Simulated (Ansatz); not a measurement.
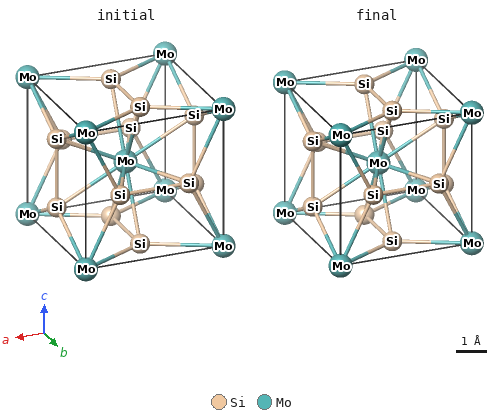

The structure of solid Si$_{3}$Mo (a generated structure, set up in Pm-3n) (coarse preliminary run) before (left) and after (right) a relaxation, at one scale.

The picture is a ball-and-stick view of the cell of the calculation, seen from a free direction.

The calculation used DFT PBE, scalar-relativistic, plane waves, PAW (Ansatz). (plane-wave cutoff 420 eV; k-point mesh 4 × 4 × 4; occupations gaussian; smearing width 0.1 eV; no spin polarisation; cell and atoms relaxed; force threshold 0.04 eV/Å; at most 70 steps)

Describe what moved and what it gained.

Answer. The energy falls by 127 meV per atom in 3 accepted moves (4 points after the start). All forces vanish by symmetry, so only the cell relaxes. Pressure: −16.94 GPa at the start and −0.02 GPa at the end. At 1 point the geometry stayed and the basis and grid were re-selected for the new cell (energy shift of 0.2 meV per atom at most each time). No atom moves by more than 0.005 Å relative to the cell. Cell: a = b = c 5.045 → 4.814 Å (−4.6 %). Volume −13.1 %. Near-neighbour distances that change, for instance: Mo–Si 2.820 → 2.691 Å, Si–Si 2.523 → 2.407 Å. The space group stays Pm-3n (No. 223).
